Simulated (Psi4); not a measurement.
# InF (SMILES [F][In]) at B97-2-D3(BJ)+ATM/def2-TZVP (density fitting, core potential)

What is the energy change on altering one bond length of InF at B97-2-D3(BJ)+ATM/def2-TZVP (density fitting, core potential)? 

Program for the calculation: Psi4 1.11.

4 further runs of the same task are left out: 2 that didn't finish, 2 set aside as unsound or not needed.

**1. The molecule**

InF: 2 atoms, total charge 0, spin state singlet. As SMILES, `[F][In]`. The shape comes from GFN2-xTB, which is rough for such elements, and wasn't checked as a minimum.

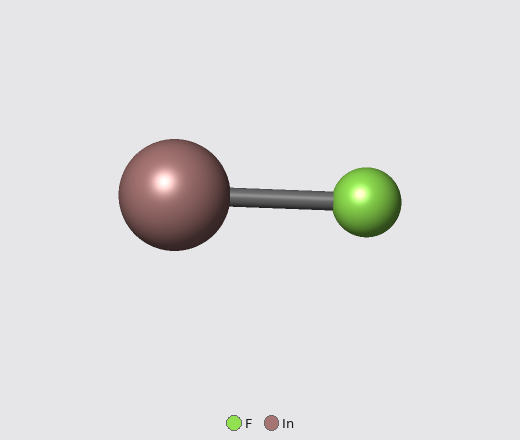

Viewed from a chosen angle; fluorine green, indium brown.

**2. The energy at B97-2-D3(BJ)+ATM/def2-TZVP (density fitting, core potential)**

job.in reads:

```
memory 1600 MB

molecule system {
  F      0.00000000     0.00000000     0.00000000
  In     0.00000000     0.00000000     3.82762137
  units bohr
}

set globals {
  basis def2-TZVP
}

e_tot = energy('b97-2-d3bjatm')
```

Launch:

```
$ psi4 job.in job.out -n 1
```

job.out:

```text
[...]
    !!!  WARNING: ECP capability is in beta. Please check occupations closely.  !!!
[...]
  Running in c2v symmetry.
[...]
  Nuclear repulsion =   49.377924755394496
[...]
  Multiplicity = 1
[...]
  Nalpha       = 15
  Nbeta        = 15
[...]
    Number of basis functions: 81
[...]
   @DF-RKS iter   1:  -290.06769978360961   -9.73193e-01   1.71765e-02 DIIS/ADIIS
[...]
   @DF-RKS iter   9:  -290.27892215739553   -1.69098e-09   3.85239e-07 DIIS
[...]
    Orbital Energies [Eh]
    ---------------------
    Doubly Occupied:
       1A1   -24.583795     2A1    -4.684623     1B2    -3.088092
       1B1    -3.088092     3A1    -3.078687     4A1    -1.070215
       5A1    -0.772569     1A2    -0.772569     2B2    -0.764777
       2B1    -0.764777     6A1    -0.760138     7A1    -0.392104
       3B2    -0.329691     3B1    -0.329691     8A1    -0.269947
[...]
  @DF-RKS Final Energy:  -290.27892215739553
   => Energetics <=
    Nuclear Repulsion Energy =             49.3779247553944955
    One-Electron Energy =                -574.3905957351174720
    Two-Electron Energy =                 256.7376691748801250
    DFT Exchange-Correlation Energy =     -21.9990266331082331
    Empirical Dispersion Energy =          -0.0048937194443741
    VV10 Nonlocal Energy =                  0.0000000000000000
    Total Energy =                       -290.2789221573955274
[...]
 Multipole Moments:
 ------------------------------------------------------------------------------------
     Multipole            Electronic (a.u.)      Nuclear  (a.u.)        Total (a.u.)
 ------------------------------------------------------------------------------------
 L = 1.  Multiply by 2.5417464519 to convert [e a0] to [Debye]
 Dipole X            :          0.0000000            0.0000000            0.0000000
 Dipole Y            :          0.0000000            0.0000000            0.0000000
 Dipole Z            :         19.5005649          -18.1564068            1.3441581
 Magnitude           :                                                    1.3441581
[...]
```

It took 8.4 s on 1 thread of AMD EPYC, shared host; peak memory 0.3 GiB.

**3. The distorted shape at the same level**

fin.in reads:

```
memory 1600 MB

molecule mol {
  0 1
  F      0.000000     0.000000    -2.025510
  In     0.000000     0.000000     2.025490
}

set {
  basis def2-TZVP
  reference rks
}

e = energy("b97-2-d3bjatm")
```

Launch:

```
$ psi4 -i fin.in -o fin.out -n 1
```

fin.out:

```text
[...]
    !!!  WARNING: ECP capability is in beta. Please check occupations closely.  !!!
[...]
  Running in c2v symmetry.
[...]
  Nuclear repulsion =   24.688840487936318
[...]
  Multiplicity = 1
[...]
  Nalpha       = 15
  Nbeta        = 15
[...]
    Number of basis functions: 81
[...]
   @DF-RKS iter   1:  -289.88615484615633   -9.25262e-01   1.82577e-02 DIIS/ADIIS
[...]
   @DF-RKS iter  17:  -290.13403593505649   -3.79255e-08   4.70365e-07 DIIS
[...]
    Orbital Energies [Eh]
    ---------------------
    Doubly Occupied:
       1A1   -24.442919     2A1    -4.782795     1B1    -3.183742
       1B2    -3.183742     3A1    -3.180770     4A1    -0.906229
       1A2    -0.865664     5A1    -0.865664     2B1    -0.862723
       2B2    -0.862723     6A1    -0.861658     7A1    -0.409722
       8A1    -0.180990     3B1    -0.180457     3B2    -0.180457
[...]
  @DF-RKS Final Energy:  -290.13403593505649
   => Energetics <=
    Nuclear Repulsion Energy =             24.6888404879363179
    One-Electron Energy =                -524.3659613034981248
    Two-Electron Energy =                 231.4802532977377325
    DFT Exchange-Correlation Energy =     -21.9366037449053657
    Empirical Dispersion Energy =          -0.0005646723270693
    VV10 Nonlocal Energy =                  0.0000000000000000
    Total Energy =                       -290.1340359350565450
[...]
 Multipole Moments:
 ------------------------------------------------------------------------------------
     Multipole            Electronic (a.u.)      Nuclear  (a.u.)        Total (a.u.)
 ------------------------------------------------------------------------------------
 L = 1.  Multiply by 2.5417464519 to convert [e a0] to [Debye]
 Dipole X            :          0.0000000            0.0000000            0.0000000
 Dipole Y            :          0.0000000            0.0000000            0.0000000
 Dipole Z            :         41.5593998          -36.3129929            5.2464069
 Magnitude           :                                                    5.2464069
[...]
```

Wall time 10 s (1 thread of AMD EPYC, shared host); peak memory 0.29 GiB.

**4. Outcome**

Level: B97-2-D3(BJ)+ATM/def2-TZVP (density fitting, core potential).

```
                                                          quantity          value
                                         first shape: total energy  -290.27892 Eh
                                        first shape: dipole moment         3.42 D
                                          first shape: HOMO energy       -7.35 eV
                                          first shape: LUMO energy       -1.61 eV
                                        first shape: HOMO–LUMO gap        5.73 eV
                                    first shape: dispersion energy  -12.85 kJ/mol
                                     distorted shape: total energy  -290.13404 Eh
                                    distorted shape: dipole moment        13.34 D
                                      distorted shape: HOMO energy       -4.91 eV
                                      distorted shape: LUMO energy       -3.54 eV
                                    distorted shape: HOMO–LUMO gap        1.37 eV
                                distorted shape: dispersion energy   -1.48 kJ/mol
energy change with the F1–In2 bond stretched from 2.025 to 4.051 Å       3.943 eV
```

**Reading.** With the F1–In2 bond stretched from 2.025 to 4.051 Å the energy rises by 3.94 eV (91 kcal/mol). The first shape isn't relaxed at this level, so the change isn't measured from a minimum.
